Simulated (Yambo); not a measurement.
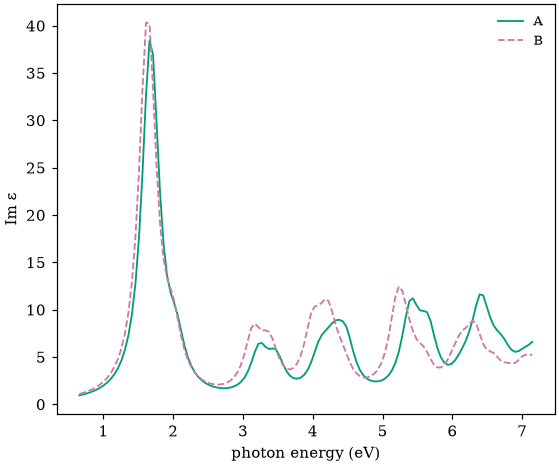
Figure: Two computed absorption spectra of CdSe (zinc blende, space group F-43m, No. 216) (Yambo, PBEsol bands with the same scissor, field along x)

Question: Which curve includes the electron-hole attraction (BSE)?

Answer: Curve B: the attraction moves weight to lower energy (centre of the plotted range 3.6 eV against 3.8 eV). Settings: 6×6×6 mesh, 6 valence and 4 conduction bands, static screening with 76 bands and a 4 Ry block, scissor 1.31 eV, Tamm-Dancoff. The scissor comes from a G0W0 run whose convergence isn't established. Broadening 0.15 eV. The band window holds all transitions up to 7.2 eV. On this mesh the peak heights and the fine structure are mesh artefacts; only the shift of weight is robust.

The standard potential for Se keeps a d shell in the valence without the s and p states of that shell. In tests on such compounds this moved G0W0 gaps by up to about 0.9 eV, so absolute quasiparticle energies here are unreliable; differences between settings are what counts.

Spin-orbit coupling is included.

Geometry relaxed with PBEsol; primitive cell a = b = c = 4.301 Å, α = β = γ = 60.00°.
